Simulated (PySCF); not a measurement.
| atom | x (Å) | y (Å) | z (Å) |
| --- | --- | --- | --- |
| N | 3.3228 | 1.9001 | -0.2077 |
| C | 2.2894 | 1.4518 | -0.0174 |
| C | 1.0034 | 0.8261 | 0.2394 |
| C | 1.2020 | -0.6968 | 0.3159 |
| Si | -0.4948 | -1.5334 | 0.5473 |
| C | -1.6097 | -0.5169 | -0.6123 |
| C | -1.2416 | 0.9652 | -0.5159 |
| O | 0.1157 | 1.2275 | -0.7839 |
| H | 0.6389 | 1.2007 | 1.2150 |
| H | 1.6705 | -1.0260 | -0.6133 |
| H | 1.8954 | -0.9218 | 1.1262 |
| H | -0.4374 | -2.9440 | 0.1679 |
| H | -0.9292 | -1.3545 | 1.9399 |
| H | -2.6677 | -0.6277 | -0.3786 |
| H | -1.4726 | -0.8378 | -1.6457 |
| H | -1.7842 | 1.5468 | -1.2671 |
| H | -1.5078 | 1.3528 | 0.4803 |

Geometry: GFN2-xTB.

All numbers below come from PBE0/pcSseg-1, SCF density, gas phase, non-relativistic (PySCF).

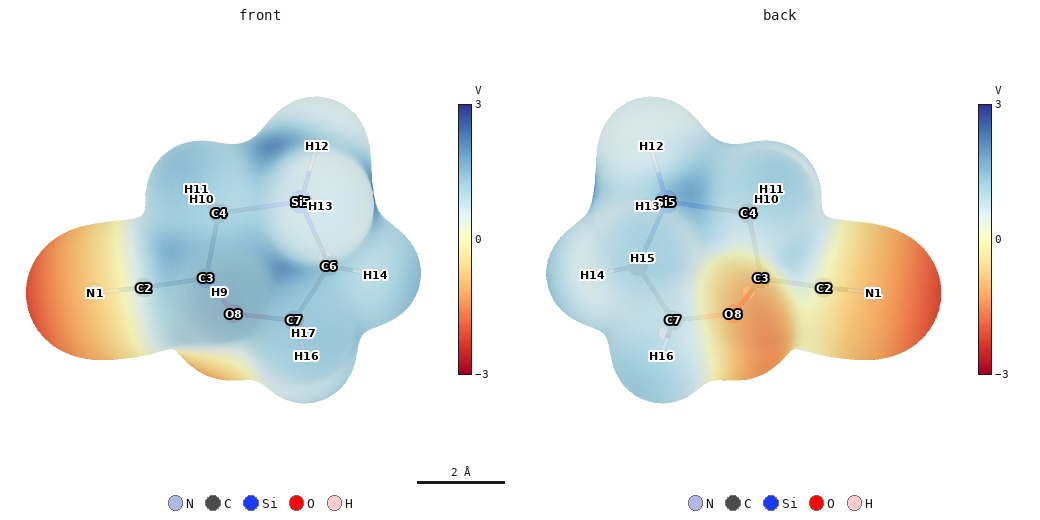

C₅H₉NOSi. The electrostatic potential painted on the density surface at 0.004 e/bohr³, seen from the front and from behind; red is negative and blue positive.

Q: Where is the surface potential most negative and most positive?

A: The most negative region (about −2.1 V) lies over N1, the most positive (about +2.1 V) over Si5. N1 is the likeliest acceptor of a hydrogen bond.
